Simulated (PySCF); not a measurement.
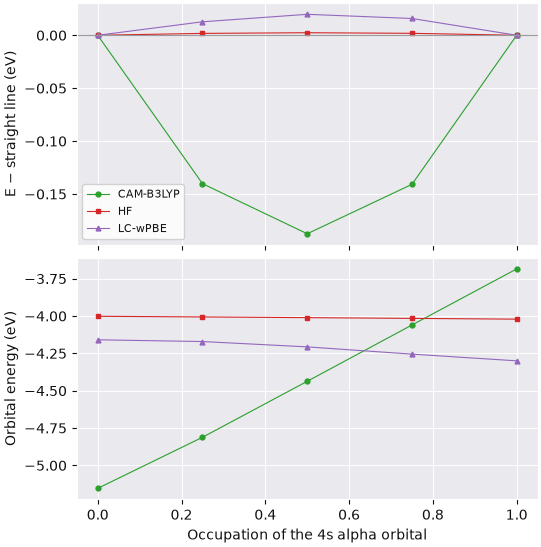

One 4s alpha orbital of neutral potassium ([Ar] 4s) is emptied in steps. The plot gives the energy less the straight line between the integer ends; the lower panel gives the orbital energy. PySCF, aug-pcseg-2, non-relativistic, unrestricted single determinants, no spin-orbit coupling.

What do the curves say about each method?

CAM-B3LYP: convex (delocalisation error), largest departure −0.19 eV, removal energy 4.435 eV, orbital energy from −3.68 eV when full to −5.15 eV when empty; HF: nearly straight, largest departure 0.0024 eV, removal energy 4.011 eV, orbital energy from −4.02 eV when full to −4.00 eV when empty; LC-wPBE: nearly straight, largest departure 0.020 eV, removal energy 4.215 eV, orbital energy from −4.30 eV when full to −4.16 eV when empty. The measured removal energy is 4.341 eV. The exact energy is a straight line between whole electron numbers.
